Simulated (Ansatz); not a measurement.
# Bands, cutoff and cost in G0W0 for SrHgGeSe4 (Ama2)

Wanted: a G0W0 gap for SrHgGeSe4 (Ama2) that is converged in bands and cutoff, or an estimate of the limit.

Calculated with Ansatz 0.2.0; G0W0 on PBE, plane waves, PAW; PAW set soft_1.

## 1. The structure

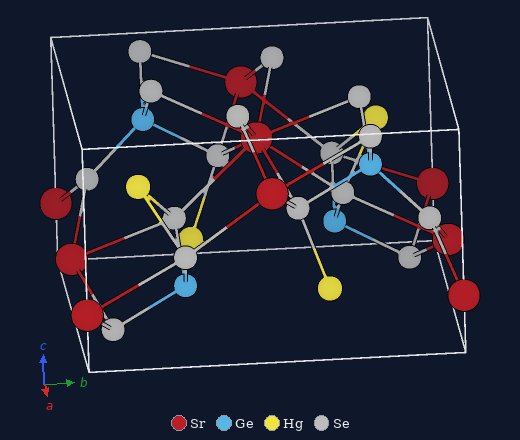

The starting structure, seen slightly off an axis (strontium red, germanium blue, mercury yellow, selenium light grey). This picture shows the conventional cell, with its axes. Some periodic images of atoms are drawn too.

Geometry: measured cell, ions relaxed with PBE. The runs that relaxed it are not among those shown. Spin-orbit coupling is left out unless a step names it.

## 2. 144 empty bands, screening to 30 eV

Now the one-shot GW correction: screening in the RPA, then the self-energy of the levels asked for. This step takes PAW set soft_1 files.

Input file input.yaml:

```yaml
crystal:
  lattice:
    - [10.8375, 0.0, 0.0]
    - [0.0, 5.3728, 3.31885]
    - [0.0, -5.3728, 3.31885]
  atoms:
    - { symbol: Sr, position: [0.0, 0.2560433466, 0.2560433466] }
    - { symbol: Sr, position: [0.5, 0.2560433466, 0.2560433466] }
    - { symbol: Ge, position: [0.25, 0.9567885199, 0.5195787844] }
    - { symbol: Ge, position: [0.75, 0.5195787844, 0.9567885199] }
    - { symbol: Hg, position: [0.25, 0.5280692319, 0.8556187453] }
    - { symbol: Hg, position: [0.75, 0.8556187453, 0.5280692319] }
    - { symbol: Se, position: [0.0730524407, 0.1828143308, 0.7237791204] }
    - { symbol: Se, position: [0.9269475593, 0.7237791204, 0.1828143308] }
    - { symbol: Se, position: [0.4269475593, 0.1828143308, 0.7237791204] }
    - { symbol: Se, position: [0.5730524407, 0.7237791204, 0.1828143308] }
    - { symbol: Se, position: [0.25, 0.9728837483, 0.1441951116] }
    - { symbol: Se, position: [0.75, 0.1441951116, 0.9728837483] }
    - { symbol: Se, position: [0.25, 0.5501429265, 0.4178893364] }
    - { symbol: Se, position: [0.75, 0.4178893364, 0.5501429265] }
kpoints:
  mp_grid: { grid: [2, 2, 2] }
hamiltonian:
  xc: pbe
  pseudopotentials: { kind: paw, azcp: { folder: soft_1 } }
scf:
  occupations: { method: fixed }
gw:
  n_empty_bands: 144
  ecut_chi: 30
  qp_bands: [v4, c4]
  qp_kpoints: band_edges
  screening: { model: contour_deformation }
```

The run is started by

```bash
ansatz run input.yaml --threads 2 --pin off --max-ram 92160MiB --backend cuda --events-out ev --progress --plain --runs-dir out --devices 1 --max-vram 13GiB
```

Numbers of over 12 decimals in the logs are rounded to 6 here.

Output:

```text
GPUs: using 1 of 1 available (devices: 1).
Engine: ansatz 0.2.0, x86_64-unknown-linux-gnu
Pseudopotentials: kind: paw
Pseudopotential: Sr, paw, valence charge 10, recommended cutoff 420 eV (normal), soft_1/Sr.paw.azcp
Pseudopotential: Ge, paw, valence charge 14, recommended cutoff 420 eV (normal), soft_1/Ge.paw.azcp
Pseudopotential: Hg, paw, valence charge 20, recommended cutoff 420 eV (normal), soft_1/Hg.paw.azcp
Pseudopotential: Se, paw, valence charge 16, recommended cutoff 420 eV (normal), soft_1/Se.paw.azcp
Functional definition: PBE
  parameter kappa = 0.804
  parameter beta = 0.066725
  exchange = pbe_x(kappa = kappa, mu = beta*pi^2/3)
  correlation = pbe_c(beta = beta)
device memory: the entry about to start is reckoned to put 3.9 GiB on a device that reports 60.6 GiB free (of which the cap on the GPU budget leaves the run 13.0 GiB)
GPU FFT provider: cuFFT
GPU libraries: cuBLAS 13.8.2, cuFFT 12.4.0, cuSOLVER 12.3.4
Crystal: 14 atoms, lattice volume = 386.498 Å³
Basis set: ecut = 420 eV, 7535 PW (Γ)
Bands: 130, of which v1, the nominal top of the filled ones, is band 108 counted from 1 (107 counted from 0)
Symmetry: 4 space group operations
Space group: Ama2 (ITA 40), of the structure as read, at distance tolerance 7.3e-5 Å
k-points: 6 of 8
Non-local potential: Sr, projectors of the file, l = 0: 3, l = 1: 2, l = 2: 2
Non-local potential: Ge, projectors of the file, l = 0: 2, l = 1: 2, l = 2: 3, l = 3: 1
Non-local potential: Hg, projectors of the file, l = 0: 3, l = 1: 2, l = 2: 2, l = 3: 1
Non-local potential: Se, projectors of the file, l = 0: 2, l = 1: 2, l = 2: 3, l = 3: 1
PAW form: soft (Blöchl's): semilocal exchange-correlation on the pseudo side does not see the compensation charge
PAW one-centre angular grid: Sr, 110 points (default); XC on 64 Gauss nodes
PAW one-centre angular grid: Ge, 590 points (default); XC on 64 Gauss nodes
PAW one-centre angular grid: Hg, 590 points (default); XC on 64 Gauss nodes
PAW one-centre angular grid: Se, 590 points (default); XC on 64 Gauss nodes
Initial density: superposition of atomic densities (chi_scale 0.1, normalization cell, long waves kept (reshape's long-wave potential 0.01 eV rms))
Initial wavefunctions: pseudopotential atomic-orbital guess
GPU buffer pool allocated for 151875 grid points (all kernels)
GPU transforms: local potential and band sums: pruned to the plane-wave sphere, on 75×45×45
Functional: x = pbe(κ = 0.804, μ = 0.219515), c = pbe(β = 0.066725)
SCF iter   1: F=—  HF=-87077.200748 eV  |F-HF|=—  |Δ(HF+E_count)|=         —  Δρ=4.05e-2  dr2=1.16e1  ethr=3.10e-3  ⟨swp⟩=6.5  Hψ=2537  notcnv=0  defer=112
preconditioner: auto → Resta (q_TF=auto, 2.476 Å⁻¹)  ε∞=4.6  [insulator: Δε(μ)=0.895 eV  Ē_g=9.103 eV  n_scr=98 (ndim 8)  ℏωp=17.3 eV  f_vac=0.062  ε∞_Penn≈4.6]
SCF iter   2: F=—  HF=-87074.171469 eV  |F-HF|=—  |Δ(HF+E_count)|=    3.03e0  Δρ=2.07e-2  dr2=2.94e0  ethr=3.10e-3  ⟨swp⟩=3.0  Hψ=1075  notcnv=0  defer=112
SCF iter   3: F=—  HF=-87073.155736 eV  |F-HF|=—  |Δ(HF+E_count)|=    1.02e0  Δρ=5.06e-3  dr2=1.67e-1  ethr=1.36e-3  ⟨swp⟩=3.3  Hψ=1089  notcnv=0  defer=117
SCF iter   4: F=—  HF=-87073.103307 eV  |F-HF|=—  |Δ(HF+E_count)|=   5.24e-2  Δρ=2.27e-3  dr2=3.19e-2  ethr=7.72e-5  ⟨swp⟩=2.8  Hψ=1530  notcnv=0  defer=120
SCF iter   5: F=—  HF=-87073.102816 eV  |F-HF|=—  |Δ(HF+E_count)|=   4.91e-4  Δρ=7.59e-4  dr2=3.35e-3  ethr=1.48e-5  ⟨swp⟩=3.0  Hψ=1304  notcnv=0  defer=120
SCF iter   6: F=—  HF=-87073.105308 eV  |F-HF|=—  |Δ(HF+E_count)|=   2.49e-3  Δρ=3.02e-4  dr2=6.62e-4  ethr=1.55e-6  ⟨swp⟩=2.0  Hψ=1040  notcnv=0  defer=120
SCF iter   7: F=—  HF=-87073.105844 eV  |F-HF|=—  |Δ(HF+E_count)|=   5.36e-4  Δρ=1.41e-4  dr2=1.73e-4  ethr=3.06e-7  ⟨swp⟩=2.0  Hψ=1232  notcnv=0  defer=120
SCF iter   8: F=—  HF=-87073.106125 eV  |F-HF|=—  |Δ(HF+E_count)|=   2.81e-4  Δρ=6.07e-5  dr2=3.19e-5  ethr=7.99e-8  ⟨swp⟩=2.0  Hψ=1030  notcnv=0  defer=114
SCF iter   9: F=—  HF=-87073.106200 eV  |F-HF|=—  |Δ(HF+E_count)|=   7.47e-5  Δρ=2.60e-5  dr2=4.71e-6  ethr=1.47e-8  ⟨swp⟩=2.3  Hψ=1364  notcnv=0  defer=103
SCF iter  10: F=—  HF=-87073.106208 eV  |F-HF|=—  |Δ(HF+E_count)|=   7.91e-6  Δρ=7.44e-6  dr2=3.01e-7  ethr=2.18e-9  ⟨swp⟩=2.3  Hψ=1318  notcnv=0  defer=103
SCF iter  11: F=-87073.106208 eV  HF=-87073.106208 eV  |F-HF|=4.97e-8  |Δ(HF+E_count)|=   5.63e-7  Δρ=2.84e-6  dr2=5.65e-8  ethr=4.63e-11  ⟨swp⟩=13.7  Hψ=4057  notcnv=0
SCF 1 converged in 11 iterations: F = -87073.106208 eV  dr2 = 5.65e-8
  greatest PAW one-centre occupation: 1.000 electrons in one spin orbital (limit 2), on the Hg atom at site 5 (counted from 0), in its partial waves of l = 0
device memory: the entry about to start is reckoned to put 4.5 GiB (of the 4.7 GiB reckoned in all, the device holds 0.1 GiB already) on a device that reports 57.6 GiB free (of which the cap on the GPU budget leaves the run 12.9 GiB)
NSCF: frozen V_eff on 6 k-points
the band table was solved once the SCF had ended and its energy, with any forces and stress, was formed, with the checks that follow a solve (3035 applications of the Hamiltonian). They found nothing against the state; the energy, forces and stress were not computed again (output.eigenvalues in the input reference)
device memory: the entry about to start is reckoned to put 3.3 GiB on a device that reports 57.4 GiB free (of which the cap on the GPU budget leaves the run 13.0 GiB)
NSCF: frozen V_eff on 6 k-points
G₀W₀ screening: q 1/6
[... further progress lines ...]
device memory: the entry about to start is reckoned to put 1.5 GiB on a device that reports 59.4 GiB free (of which the cap on the GPU budget leaves the run 13.0 GiB)
NSCF: frozen V_eff on 1 k-points
device memory: the entry about to start is reckoned to put 1.5 GiB on a device that reports 57.6 GiB free (of which the cap on the GPU budget leaves the run 13.0 GiB)
NSCF: frozen V_eff on 1 k-points
SCF converged after 11 iterations
Free energy (F): -87073.106208 eV
Harris-Foulkes:  -87073.106208 eV  (|F-HF|=4.97e-8)
Internal energy: -87073.106208 eV  (E = F + TS)
E sigma→0 (E₀):  -87073.106208 eV
Fermi energy:    7.327226 eV
--- Per-component energies (eV) ---
  E_band       = -4664.202243
  E_kinetic    = 2688.244571
  E_local      = -36330.921456  (includes V_loc(G=0)·N_el)
  E_nonlocal   = -1765.493586
  E_hartree    = 17748.281841
  E_xc         = -1596.838328
  E_vxc        = -1665.429889  (∫ρ·V_xc dr)
  E_paw        = -46364.562415  (= ΣΔE_a)
  E_vpaw       = -3087.168214  (= ΣTr[D̂ρ^β])
  E_aug_tail   = -0.001997  (compensation charges beyond the density's cutoff)
  E_ewald      = -21451.814837
  E_smearing   = -0.000000  (= −TS)
  E_closure    = -0.000000  (closes the sum)
  Σ components = -87073.106208   (vs F -87073.106208, Δ=0.00e0)
--- Band table (eV; the first three rows and the last of 6) ---
  k-point 0: bands = [... 104 lower, 6.7880, 6.8119, 6.8815, 6.9276, 8.7138, 9.2301, 9.6663, 10.1852, ... 18 higher]
  k-point 1: bands = [... 104 lower, 6.3749, 6.6398, 6.6781, 6.7549, 8.6975, 9.3297, 9.4456, 10.0309, ... 18 higher]
  k-point 2: bands = [... 104 lower, 6.8373, 6.8876, 7.1171, 7.3272, 8.4482, 9.4679, 9.9074, 10.0456, ... 18 higher]
  k-point 5: bands = [... 104 lower, 6.5325, 6.5325, 7.1821, 7.1821, 9.0400, 9.0400, 10.0635, 10.0635, ... 18 higher]
--- G₀W₀: contour deformation, 7 samples at zero and on the imaginary axis and 1 off it, 8 q-points, 144 empty bands' worth ---
  eigenvalues of the whole cell's RPA ε∞ on this k-mesh (on a slab, of 1 + 4πα/V) = 6.7832, 7.7195, 10.7269; static W/v taken at q = 0 is 0.108231
  gw.qp_kpoints: band_edges: 6 of 6 stored k-points solved, in 1 pass; an edge of the gap read off the rows below is read off those points alone
    ik  band        ε_KS         Σx   Σc(E_QP)       V_xc       Z   E_QP_lin       E_QP  E_QP is
     0   105      6.7880   -17.9458     2.6374   -15.3622  0.7504     6.8417     6.8418  root
     0   106      6.8119   -17.8867     2.4474   -15.4628  0.7498     6.8355     6.8355  root
     0   107      6.8815   -17.9964     2.4990   -15.6095  0.7537     6.9932     6.9935  root
     0   108      6.9276   -18.1989     2.5187   -15.7408  0.7568     6.9882     6.9883  root
     0   109      8.7138   -10.9576    -2.8052   -14.6569  0.7808     9.6252     9.6079  root
     0   110      9.2301   -10.8650    -2.8541   -14.7346  0.7692    10.2762    10.2456  root
     0   111      9.6663   -11.4776    -2.9871   -15.5435  0.7631    10.7779    10.7452  root
     0   112     10.1852   -11.2708    -3.2456   -15.6216  0.7434    11.3397    11.2904  root
     1   105      6.3749   -17.4534     2.7783   -14.6425  0.7378     6.3423     6.3424  root
     1   106      6.6398   -17.8449     2.6091   -15.2174  0.7463     6.6215     6.6215  root
     1   107      6.6781   -18.6743     2.5687   -16.1394  0.7454     6.7118     6.7119  root
     1   108      6.7549   -17.8410     2.6235   -15.2072  0.7474     6.7447     6.7447  root
     1   109      8.6975   -10.7447    -2.7659   -14.4347  0.7758     9.6420     9.6215  root
     1   110      9.3297   -10.7323    -2.8846   -14.6083  0.7684    10.3514    10.3211  root
     1   111      9.4456   -11.0690    -3.0004   -15.1082  0.7622    10.5207    10.4844  root
     1   112     10.0309   -10.0216    -3.2176   -14.2215  0.7617    11.0463    11.0132  root
     2   105      6.8373   -17.9460     2.6029   -15.3745  0.7549     6.8688     6.8688  root
     2   106      6.8876   -18.1270     2.5060   -15.6430  0.7455     6.9095     6.9095  root
     2   107      7.1171   -18.0310     2.4595   -15.6493  0.7537     7.1948     7.1949  root
     2   108      7.3272   -18.8622     2.5436   -16.4212  0.7532     7.4296     7.4299  root
     2   109      8.4482   -10.1597    -2.6696   -13.7094  0.7770     9.3445     9.3282  root
     2   110      9.4679   -11.1282    -2.9114   -15.0489  0.7563    10.5059    10.4772  root
     2   111      9.9074   -10.7948    -3.1097   -14.9555  0.7682    10.9997    10.9584  root
     2   112     10.0456    -9.5502    -3.2083   -13.7357  0.7729    11.0548    11.0228  root
[...]
5   105      6.5325   -17.7826     2.6693   -15.0661  0.7449     6.4852     6.4853  root
     5   106      6.5325   -17.7826     2.6693   -15.0661  0.7449     6.4852     6.4853  root
     5   107      7.1821   -18.6169     2.5255   -16.1680  0.7511     7.2587     7.2588  root
     5   108      7.1821   -18.6169     2.5255   -16.1680  0.7511     7.2587     7.2588  root
     5   109      9.0400   -10.7787    -2.7868   -14.5211  0.7674    10.0217     9.9956  root
     5   110      9.0400   -10.7787    -2.7868   -14.5211  0.7674    10.0217     9.9956  root
     5   111     10.0635   -10.4477    -3.1237   -14.5975  0.7665    11.1277    11.0896  root
     5   112     10.0635   -10.4477    -3.1237   -14.5975  0.7665    11.1277    11.0896  root
```

Run time: 16 s. Hardware: 1 × NVIDIA H100 80GB HBM3 (shared by 6 runs) with 2 threads of AMD EPYC 7R13 (Zen 3), shared host; peak memory 1.4 GiB; 15 s of CPU time.

In the SCF lines HF is the Harris–Foulkes energy and dr2 the Hartree energy of the density residual, in eV; the loop may stop once dr2 is under the threshold and the program's other checks hold. Hψ counts applications of the Hamiltonian.

Numbers from this step:

```yaml
bands_summed: 252
rpa_eps_infinity_on_this_mesh_eigenvalues: 6.783, 7.719, 10.73
plane_waves_in_the_screening_matrix: 135
q_points_in_the_mesh: 8
g0w0_gap_on_the_mesh: 1.898 eV
k_of_the_valence_top: 0, -0.5, -0.5
k_of_the_conduction_bottom: 0, -0.5, -0.5
starting_gap_on_the_mesh: 1.121 eV
z_at_the_valence_top: 0.7532
z_at_the_conduction_bottom: 0.7770
least_direct_g0w0_gap_on_the_computed_points: 1.898 eV
```

The gap on the mesh goes from 1.12 eV to 1.90 eV, a correction of +0.78 eV. Between the two edge states, bare exchange in place of the xc potential would open the gap by 5.99 eV, and correlation takes back 5.21 eV.

## 3. 407 empty bands, screening to 60 eV

Bands and screening cutoff are moved together, since each hides the error of the other.

Edit input.yaml of step 2 so:

```diff
@@ -28,4 +28,4 @@
 gw:
-  n_empty_bands: 144
-  ecut_chi: 30
+  n_empty_bands: 407
+  ecut_chi: 60
   qp_bands: [v4, c4]
```

Output:

```text
GPUs: using 1 of 1 available (devices: 1).
[...]
GPU FFT provider: cuFFT
GPU libraries: cuBLAS 13.8.2, cuFFT 12.4.0, cuSOLVER 12.3.4
Crystal: 14 atoms, lattice volume = 386.498 Å³
Basis set: ecut = 420 eV, 7535 PW (Γ)
Bands: 130, of which v1, the nominal top of the filled ones, is band 108 counted from 1 (107 counted from 0)
Symmetry: 4 space group operations
[...]
k-points: 6 of 8
[...]
GPU buffer pool allocated for 151875 grid points (all kernels)
[...]
SCF iter   1: F=—  HF=-87077.200748 eV  |F-HF|=—  |Δ(HF+E_count)|=         —  Δρ=4.05e-2  dr2=1.16e1  ethr=3.10e-3  ⟨swp⟩=6.5  Hψ=2537  notcnv=0  defer=112
[...]
SCF iter  11: F=-87073.106208 eV  HF=-87073.106208 eV  |F-HF|=4.97e-8  |Δ(HF+E_count)|=   5.63e-7  Δρ=2.84e-6  dr2=5.65e-8  ethr=4.63e-11  ⟨swp⟩=13.7  Hψ=4057  notcnv=0
SCF 1 converged in 11 iterations: F = -87073.106208 eV  dr2 = 5.65e-8
[...]
NSCF: frozen V_eff on 6 k-points
[...]
G₀W₀ screening: q 1/6
[... further progress lines ...]
[...]
SCF converged after 11 iterations
Free energy (F): -87073.106208 eV
[...]
Internal energy: -87073.106208 eV  (E = F + TS)
E sigma→0 (E₀):  -87073.106208 eV
Fermi energy:    7.327226 eV
[...]
--- Band table (eV; the first three rows and the last of 6) ---
  k-point 0: bands = [... 104 lower, 6.7880, 6.8119, 6.8815, 6.9276, 8.7138, 9.2301, 9.6663, 10.1852, ... 18 higher]
  k-point 1: bands = [... 104 lower, 6.3749, 6.6398, 6.6781, 6.7549, 8.6975, 9.3297, 9.4456, 10.0309, ... 18 higher]
  k-point 2: bands = [... 104 lower, 6.8373, 6.8876, 7.1171, 7.3272, 8.4482, 9.4679, 9.9074, 10.0456, ... 18 higher]
  k-point 5: bands = [... 104 lower, 6.5325, 6.5325, 7.1821, 7.1821, 9.0400, 9.0400, 10.0635, 10.0635, ... 18 higher]
[...]
bands read: the sum over 515 bands ends inside a degenerate multiplet in 2 slots, whose members it reads at an even weight; the widest, k=3: bands 515 to 516 (counted from 1) at 1/2 each
[...]
0   105      6.7880   -17.9458     2.2778   -15.3622  0.7430     6.4798     6.4822  root
     0   106      6.8119   -17.8867     2.1346   -15.4628  0.7413     6.5205     6.5227  root
     0   107      6.8815   -17.9964     2.1313   -15.6095  0.7455     6.6243     6.6258  root
     0   108      6.9276   -18.1989     2.1596   -15.7408  0.7492     6.6272     6.6292  root
     0   109      8.7138   -10.9576    -3.1410   -14.6569  0.7736     9.2777     9.2721  root
     0   110      9.2301   -10.8650    -3.2249   -14.7346  0.7616     9.8846     9.8746  root
     0   111      9.6663   -11.4776    -3.4275   -15.5435  0.7562    10.3148    10.3048  root
     0   112     10.1852   -11.2708    -3.6552   -15.6216  0.7359    10.9010    10.8809  root
[...]
5   109      9.0400   -10.7787    -3.1651   -14.5211  0.7600     9.6254     9.6172  root
     5   110      9.0400   -10.7787    -3.1651   -14.5211  0.7600     9.6254     9.6172  root
     5   111     10.0635   -10.4477    -3.5427   -14.5975  0.7597    10.6817    10.6706  root
     5   112     10.0635   -10.4477    -3.5427   -14.5975  0.7597    10.6817    10.6706  root
```

Elapsed: 22 s, on 1 × NVIDIA H100 80GB HBM3 (shared by 6 runs) with 2 threads; peak memory 1.9 GiB.

This step gave:

| Quantity | Value |
| --- | --- |
| bands summed | 515 |
| RPA ε∞ on this mesh (eigenvalues) | 6.696, 7.595, 10.52 |
| plane waves in the screening matrix | 391 |
| q-points in the mesh | 8 |
| G0W0 gap on the mesh | 1.880 eV |
| k of the valence top | 0, -0.5, -0.5 |
| k of the conduction bottom | 0, -0.5, -0.5 |
| starting gap on the mesh | 1.121 eV |
| Z at the valence top | 0.7442 |
| Z at the conduction bottom | 0.7703 |
| least direct G0W0 gap on the computed points | 1.880 eV |

Against the run with 2×2×2 mesh, 144 empty bands, screening to 30 eV, PAW set soft_1 files, the gap moves by −0.018 eV.

## 4. 877 empty bands, screening to 100 eV

Edit input.yaml of step 3 so:

```diff
@@ -28,4 +28,4 @@
 gw:
-  n_empty_bands: 407
-  ecut_chi: 60
+  n_empty_bands: 877
+  ecut_chi: 100.0
   qp_bands: [v4, c4]
```

Output:

```text
GPUs: using 1 of 1 available (devices: 1).
[...]
GPU FFT provider: cuFFT
GPU libraries: cuBLAS 13.8.2, cuFFT 12.4.0, cuSOLVER 12.3.4
Crystal: 14 atoms, lattice volume = 386.498 Å³
Basis set: ecut = 420 eV, 7535 PW (Γ)
Bands: 130, of which v1, the nominal top of the filled ones, is band 108 counted from 1 (107 counted from 0)
Symmetry: 4 space group operations
[...]
k-points: 6 of 8
[...]
0   112     10.1852   -11.2708    -3.9299   -15.6216  0.7331    10.6122    10.6061  root
[...]
5   109      9.0400   -10.7787    -3.4214   -14.5211  0.7575     9.3635     9.3610  root
     5   110      9.0400   -10.7787    -3.4214   -14.5211  0.7575     9.3635     9.3610  root
     5   111     10.0635   -10.4477    -3.7964   -14.5975  0.7569    10.4204    10.4169  root
     5   112     10.0635   -10.4477    -3.7964   -14.5975  0.7569    10.4204    10.4169  root
[key lines of the parts left out:]
SCF converged after 11 iterations
Free energy (F): -87073.106208 eV
Fermi energy:    7.327226 eV
```

It took 34 s on 1 × NVIDIA H100 80GB HBM3 (shared by 6 runs) with 2 threads; peak memory 3 GiB.

Numbers from this step:

```yaml
bands_summed: 985
rpa_eps_infinity_on_this_mesh_eigenvalues: 6.670, 7.538, 10.44
plane_waves_in_the_screening_matrix: 889
g0w0_gap_on_the_mesh: 1.915 eV
k_of_the_valence_top: 0, -0.5, -0.5
k_of_the_conduction_bottom: 0, -0.5, -0.5
starting_gap_on_the_mesh: 1.121 eV
least_direct_g0w0_gap_on_the_computed_points: 1.915 eV
```

Against the run with 2×2×2 mesh, 407 empty bands, screening to 60 eV, PAW set soft_1 files, the gap moves by +0.04 eV.

(Continued in part 2 of 2.)

[Paths, hosts, dates, memory and timing lines, banners, echoed tables and standing remarks are left out of the program output.]

[Logs are printed without paths, hosts, clocks, repeated set-up lines and the standing remarks that a program may print on its own settings, such as how far it seeks lower states.]

[Runs of the session that timed out or met a known fault of the program may be left out.]

[Cells called generated may have been cut or substituted from an entry of the Crystallography Open Database or the Materials Project.]

[Hosts, paths, dates, database ids (printed as entryN), source tags and the programs' standing remarks are cut or masked in the printed files.]
